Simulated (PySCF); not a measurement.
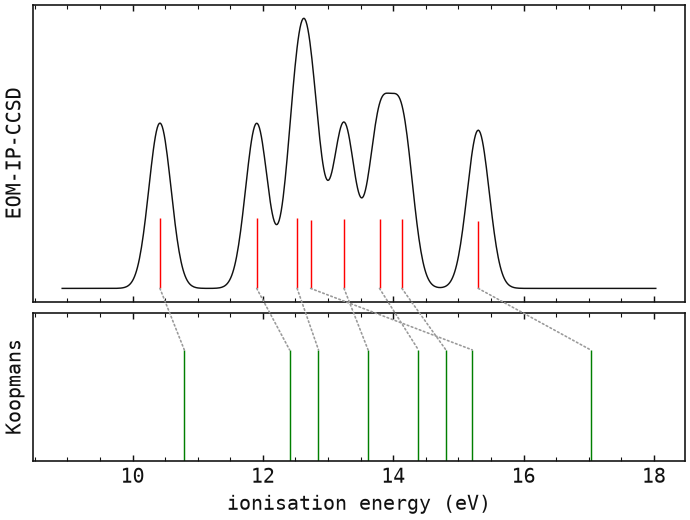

Valence photoelectron lines of CH₄NPSi, SMILES N#C[SiH2]P: vertical EOM-IP-CCSD/aug-cc-pVDZ (frozen core, PySCF, at a PBE0-D3(BJ)/def2-SVP geometry (no frequency check); 8 lines, one for each of the 8 highest orbitals, so a line of a deeper orbital can be missing among them) above, Hartree-Fock orbital energies with the sign turned below, non-relativistic; dotted lines join each line to its leading orbital. Stick heights are one-hole weights (summed over degenerate lines), not cross-sections; Gaussian width 0.40 eV.

Question: What is the first vertical ionisation energy, and how far is Koopmans' value off?

Answer: 10.42 eV from the HOMO; Koopmans gives 10.79 eV, 0.37 eV too high.

Question: Do correlation and relaxation change the order of the lines?

Answer: Yes: in order of rising energy the holes are HOMO, HOMO−1, HOMO−2, HOMO−6, HOMO−3, HOMO−4, HOMO−5, HOMO−7.

Note: small basis, so the lines can lie some tenths of an eV too low.
